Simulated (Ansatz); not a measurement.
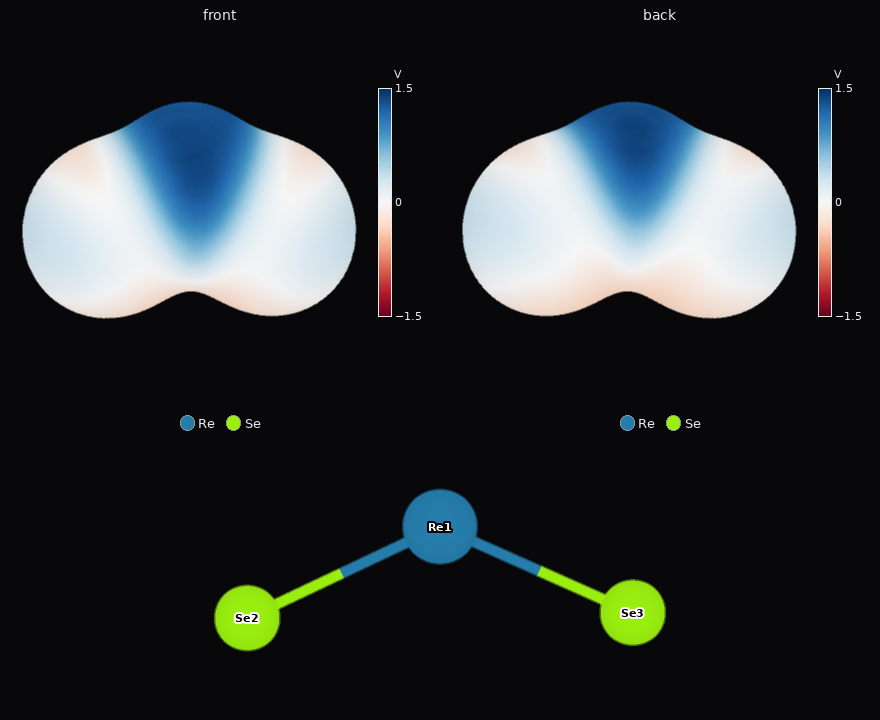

Figure 1: ReSe₂ (quartet). The molecular electrostatic potential painted on the density surface at 0.002 e/bohr³, seen from the front and from behind; the colour scale runs from red (negative) to blue (positive). The bare structure is drawn below in the same view.

Geometry: r2SCAN-D4/def2-TZVP; ⟨S²⟩ = 3.85, above the pure value of 3.75; core potentials replace the inner electrons of Re.

Computed with Ansatz, UKS PBE0-D4/def2-TZVP.

| atom | x (Å) | y (Å) | z (Å) |
| --- | --- | --- | --- |
| Re | -0.4813 | 0.0841 | -0.3947 |
| Se | -0.1529 | -2.0422 | 0.2510 |
| Se | 0.6342 | 1.9581 | 0.1437 |

Describe the electrostatic potential map.

Answer. The most negative region (about −0.3 V) lies over Se2 and Se3, the most positive (about +1.4 V) over Re1.
